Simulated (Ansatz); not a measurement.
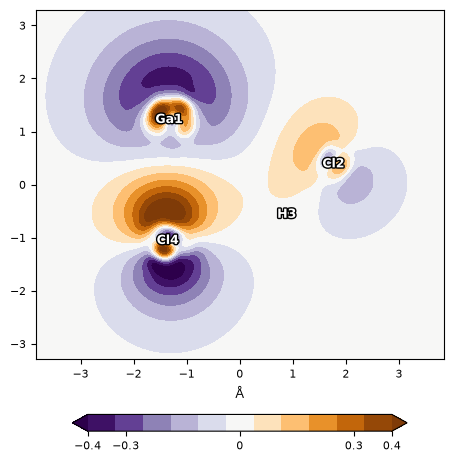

*ClGa···HCl. The HOMO on the molecular plane (values in Å⁻³ᐟ²; the overall sign is arbitrary).*

The product side of a reaction path; geometry: PBE0-D4/def2-TZVP.

The calculation used Ansatz 0.2.0, RKS PBE0-D4/def2-TZVPP.

### Where does this orbital lie, and at what energy?

Its weight (Hirshfeld) is mainly on Ga1 (about 65 %) and Cl4 (about 30 %); it is symmetric in the molecular plane (an in-plane orbital: σ, lone-pair or in-plane π type). Its energy is −7.60 eV.
